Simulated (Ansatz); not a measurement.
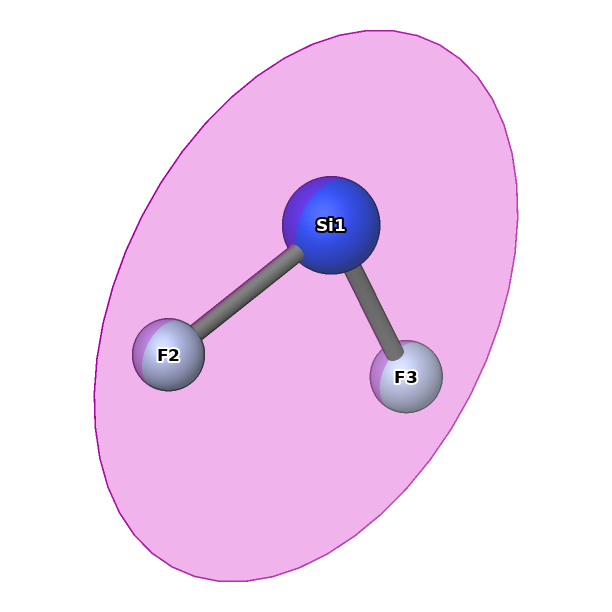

A disc through the centre of mass is drawn in. Depth is shown by fading: the farther an atom, the more it takes the colour of the background. The computed structure is the end point of a PBE0-D4/def2-TZVP optimisation.

Q: Is the plane of the disc a mirror plane of the structure?

A: Yes. The reflection leaves Si1, F2, F3 in place. The point group is C2v.
